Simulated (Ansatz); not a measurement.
## Electronic structure of C$_{2}$H$_{7}$GeN (SMILES C=C[NH][GeH3]) in real space

```yaml
atoms:
  - { symbol: C, position_ang: [-0.3803, 2.1152, -0.3229] }
  - { symbol: C, position_ang: [-0.4484, 0.8529, 0.1030] }
  - { symbol: N, position_ang: [0.0696, -0.2612, -0.5220] }
  - { symbol: Ge, position_ang: [0.4260, -1.8390, 0.3559] }
  - { symbol: H, position_ang: [0.1468, 2.3879, -1.2310] }
  - { symbol: H, position_ang: [-0.8703, 2.9029, 0.2314] }
  - { symbol: H, position_ang: [-0.9871, 0.6296, 1.0220] }
  - { symbol: H, position_ang: [0.5942, -0.0620, -1.3607] }
  - { symbol: H, position_ang: [1.6861, -1.7464, 1.2416] }
  - { symbol: H, position_ang: [0.6268, -2.9038, -0.7302] }
  - { symbol: H, position_ang: [-0.7981, -2.1329, 1.2338] }
```

Geometry: PBE0-D4/def2-TZVP.

Method: Ansatz, RKS PBE0-D4/def2-TZVPP.

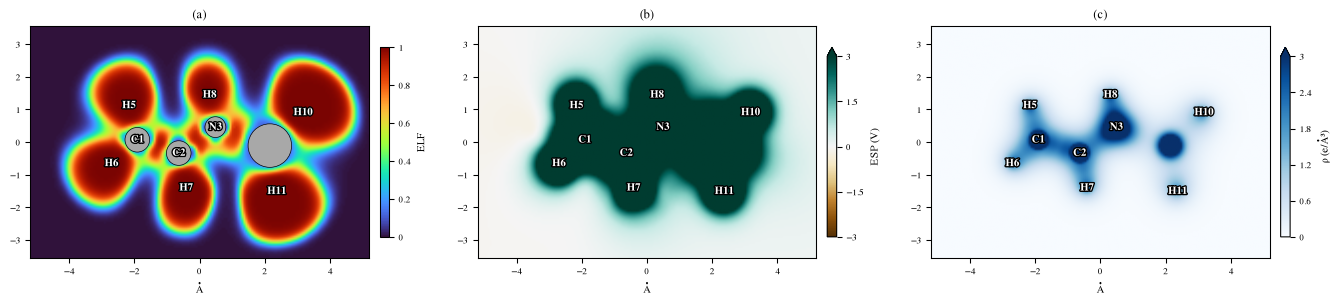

Figure 1. (a) electron localisation function; (b) molecular electrostatic potential; (c) electron density on the plane of atoms H5, C1 and H6. Grey discs cover the atomic cores in the ELF map.

Interpret the plot.

Answer. The section cuts through C, N and H sites.
C–C (1.33 Å): ρ at the midpoint is about 2.4 e/Å³; the ELF peaks at about 0.95 between the atoms (a multiple bond).
C–N (1.38 Å): ρ is about 2.2 e/Å³ halfway; the ELF peaks at about 0.90 between the atoms (a covalent bond).
N–H (1.01 Å): the density is about 2.9 e/Å³ at the midpoint; the ELF climbs to about 1 towards the hydrogen, as it does in any bond to H; an ordinary covalent bond to hydrogen.
C–H (1.08 Å): ρ is about 2 e/Å³ halfway; the ELF climbs to about 1 towards the hydrogen (a covalent bond by its length).
The potential has no marked negative region in this plane.

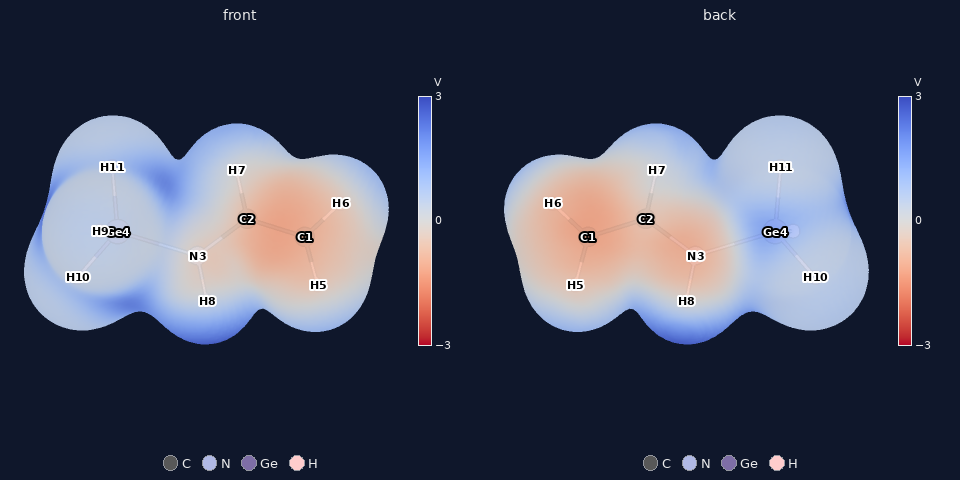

Figure 2. The molecular electrostatic potential painted on the density surface at 0.004 e/bohr³, seen from the front and from behind; the colour scale runs from red (negative) to blue (positive).

Where is the surface potential most negative and most positive?

Answer. The most negative region (about −1.2 V, or −28 kcal/mol for a unit charge) lies over the π face of C1, the most positive (about +2.5 V, or +58 kcal/mol for a unit charge) over H8.

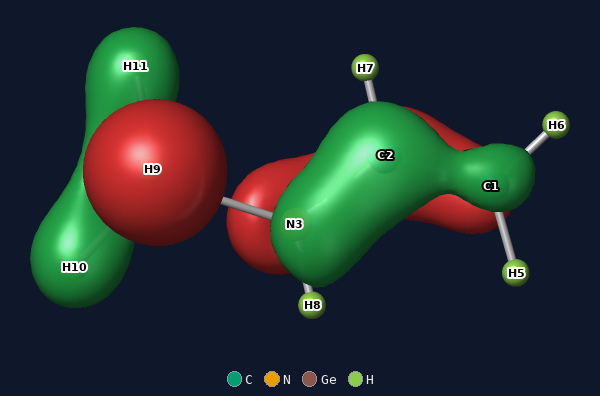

Figure 3. The HOMO−1 at ±0.15 Å⁻³ᐟ² (green and red are the two phases), seen at a tilt.

Describe this orbital and give its energy.

Answer. Its weight (Hirshfeld) is mainly on Ge4 (about 20 %), C2 (about 20 %), N3 (about 20 %), H9 (about 15 %), C1 (about 10 %) and H10 (about 5 %). Its energy is −9.14 eV.
